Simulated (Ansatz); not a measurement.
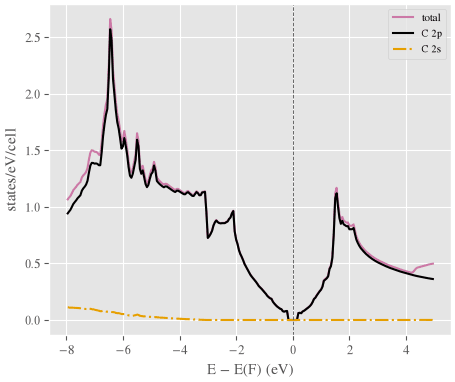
Fig. 1. Total and projected density of states of C (graphite, P6_3/mmc), PBE+D3(BJ) (plane waves, PAW; program Ansatz)

### Question
Which orbitals carry the states next to the Fermi level?

### Answer
Within 0.5 eV of the Fermi level: C 2p 99 %. Projections are on Löwdin-orthogonalised atomic valence shells; empty p or d shells of many metals are not among them.

### Question
Where is the tallest occupied peak in this window, and what makes it?

### Answer
Near -6.4 eV, about 2.7 states/eV per cell; the largest projected share is C 2p.

The PBE+D3(BJ) relaxation kept the symmetry of its start.

Potentials: the later of the program's two PAW sets.
